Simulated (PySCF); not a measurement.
**One shape, several levels: CH8BN (SMILES [BH3-][NH2+]C)**

We compute a comparison of 4 runs (HF/def2-SVP, B3LYP/cc-pVDZ, PBE0/6-31G**, PBE0/def2-SVP) of CH8BN. 

Program for the calculation: PySCF 2.14.0.

1 further run of the same task is left out (set aside as unsound or not needed).

## (1) The molecule

CH8BN: 11 atoms, total charge 0, spin state singlet. SMILES: `[BH3-][NH2+]C`. The shape is that of a PBE0-D4/def2-TZVP optimisation.

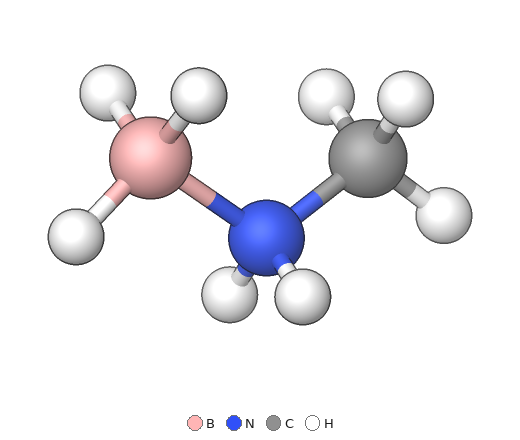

Viewed from a chosen angle; boron pink, nitrogen blue, carbon grey, hydrogen white.

## (2) Energy and forces at HF/def2-SVP (run 1)

File run.py:

```python
from pyscf import gto, scf

mol = gto.M(
    atom='''
B   -0.828400   1.032000  -0.205100
N   -0.349500  -0.497500   0.070800
C    1.107800  -0.661100   0.155200
H   -2.040900   0.991000  -0.245400
H   -0.325100   1.341700  -1.265700
H   -0.402900   1.677500   0.731200
H   -0.783500  -0.815200   0.932300
H   -0.721000  -1.084700  -0.669900
H    1.475700  -0.024100   0.957600
H    1.543500  -0.317100  -0.781300
H    1.389800  -1.699400   0.341100
''',
    verbose=3,
    max_memory=1860,
    basis='def2-svp',
)

mf = scf.RHF(mol)
mf.conv_tol = 1e-10
mf.kernel()
if not mf.converged:
    mf = mf.newton().run(mf.mo_coeff, mf.mo_occ)

e_tot = mf.e_tot
print('Final energy', e_tot)
grad = mf.nuc_grad_method().kernel()
dip = mf.dip_moment()
pop, q = mf.mulliken_pop()
```

The run is started by

```
$ OMP_NUM_THREADS=1 python run.py
```

Log:

```text
converged SCF energy = -121.560223264953
Final energy -121.56022326495277
[... 8 lines left out ...]
Dipole moment(X, Y, Z, Debye):  1.94487, -5.28541,  0.96446
[... 94 lines left out ...]
charge of   10H =      0.04435
```

Run time: 12 s. Hardware: 1 thread of Intel Xeon at 2.50GHz (Skylake/Cascade Lake), shared host; peak memory 0.16 GiB.

## (3) Energy and gradient at B3LYP/cc-pVDZ (run 2)

File geometry.xyz:

```xyz
11

B     -0.828400     1.032000    -0.205100
N     -0.349500    -0.497500     0.070800
C      1.107800    -0.661100     0.155200
H     -2.040900     0.991000    -0.245400
H     -0.325100     1.341700    -1.265700
H     -0.402900     1.677500     0.731200
H     -0.783500    -0.815200     0.932300
H     -0.721000    -1.084700    -0.669900
H      1.475700    -0.024100     0.957600
H      1.543500    -0.317100    -0.781300
H      1.389800    -1.699400     0.341100
```

File calc.py:

```python
# [BH3-][NH2+]C
from pyscf import gto, dft

molecule = gto.M(
    atom='geometry.xyz',
    max_memory=1860,
    verbose=3,
    basis='cc-pvdz',
)

mf = dft.RKS(molecule, xc='b3lyp')
mf.grids.level = 5
mf.conv_tol = 1e-10
mf.kernel()
if not mf.converged:
    mf = mf.newton().run(mf.mo_coeff, mf.mo_occ)

energy = mf.e_tot
print('E = %.10f Eh' % energy)
grad = mf.nuc_grad_method().kernel()
mf.analyze()
```

The run is started by

```
$ OMP_NUM_THREADS=1 python calc.py
```

Log:

```text
converged SCF energy = -122.52645378797
[... 21 lines left out ...]
MO #12  energy= -0.270240607619263 occ= 2
[... 13 lines left out ...]
MO #26  energy= 0.373025190275819  occ= 0
[... 13 lines left out ...]
MO #40  energy= 0.753496865236448  occ= 0
[... 13 lines left out ...]
MO #54  energy= 1.5649940609192    occ= 0
[... 13 lines left out ...]
MO #68  energy= 2.05720207919897   occ= 0
[... 13 lines left out ...]
MO #82  energy= 3.03184433774186   occ= 0
[... 12 lines left out ...]
Dipole moment(X, Y, Z, Debye):  1.80900, -5.05752,  0.92088
```

It took 49 s on 1 thread of Intel Xeon at 2.50GHz (Skylake/Cascade Lake), shared host; peak memory 0.82 GiB.

Run 3 isn't shown in full; the table further down has it.

## (4) Energy and gradient at PBE0/def2-SVP (run 4)

File run.py:

```python
from pyscf import gto, dft

system = gto.Mole()
system.atom = [
    ('B', (-0.828400, 1.032000, -0.205100)),
    ('N', (-0.349500, -0.497500, 0.070800)),
    ('C', (1.107800, -0.661100, 0.155200)),
    ('H', (-2.040900, 0.991000, -0.245400)),
    ('H', (-0.325100, 1.341700, -1.265700)),
    ('H', (-0.402900, 1.677500, 0.731200)),
    ('H', (-0.783500, -0.815200, 0.932300)),
    ('H', (-0.721000, -1.084700, -0.669900)),
    ('H', (1.475700, -0.024100, 0.957600)),
    ('H', (1.543500, -0.317100, -0.781300)),
    ('H', (1.389800, -1.699400, 0.341100)),
]
system.verbose = 4
system.spin = 0
system.max_memory = 1860
system.basis = 'def2-svp'
system.build()

calc0 = dft.RKS(system)
calc0.xc = 'pbe0'
calc0.conv_tol = 1e-10
calc0.grids.level = 5
calc0.kernel()
if not calc0.converged:
    calc0 = calc0.newton().run(calc0.mo_coeff, calc0.mo_occ)

energy = calc0.e_tot
print('Final energy', energy)
grad = calc0.nuc_grad_method().kernel()
calc0.analyze()
```

The run is started by

```
$ OMP_NUM_THREADS=1 python run.py
```

Log:

```text
PySCF version 2.14.0

[... 100 lines left out ...]
MO #2   energy= -10.287566565979   occ= 2
[... 15 lines left out ...]
MO #18  energy= 0.138867818362284  occ= 0
[... 15 lines left out ...]
MO #34  energy= 0.658107255112264  occ= 0
[... 15 lines left out ...]
MO #50  energy= 1.46753056795582   occ= 0
[... 15 lines left out ...]
MO #66  energy= 2.15568697382043   occ= 0
[... 15 lines left out ...]
MO #82  energy= 3.38946306061307   occ= 0
[... 96 lines left out ...]
Dipole moment(X, Y, Z, Debye):  1.84972, -5.17263,  0.94181
```

Run time: 50 s. Hardware: 1 thread of Intel Xeon at 2.50GHz (Skylake/Cascade Lake), shared host; peak memory 0.82 GiB.

## (5) All runs side by side

| run | level | integration grid | energy (Eh) | dipole moment (D) | HOMO energy (eV) | LUMO energy (eV) | wall time |
| --- | --- | --- | --- | --- | --- | --- | --- |
| 1 | HF/def2-SVP | – | -121.560223 | 5.71 | -11.06 | 3.87 | 12 s |
| 2 | B3LYP/cc-pVDZ | 5 | -122.526454 | 5.45 | -7.35 | 0.49 | 49 s |
| 3 | PBE0/6-31G** (spherical functions) | 5 | -122.365167 | 5.51 | -7.43 | 1.48 | 51 s |
| 4 | PBE0/def2-SVP | 5 | -122.270629 | 5.57 | -7.58 | 0.84 | 50 s |

## (6) Outcome

| quantity | value |
| --- | --- |
| run 4: total energy | -122.27063 Eh |
| run 4: dipole moment | 5.57 D |
| run 4: HOMO energy | -7.58 eV |
| run 4: LUMO energy | 0.84 eV |
| run 4: HOMO–LUMO gap | 8.42 eV |
| run 4: largest force on an atom | 0.404 eV/Å |

What this shows: The dipole moment (its size) runs from 5.45 D (B3LYP/cc-pVDZ) to 5.71 D (HF/def2-SVP). The two ends differ in method and basis. The HOMO–LUMO gap runs from 7.84 eV (B3LYP/cc-pVDZ) to 14.93 eV (HF/def2-SVP). Totals of different functionals can't be ranked against each other. All runs together took 2.7 min, the longest 51 s.
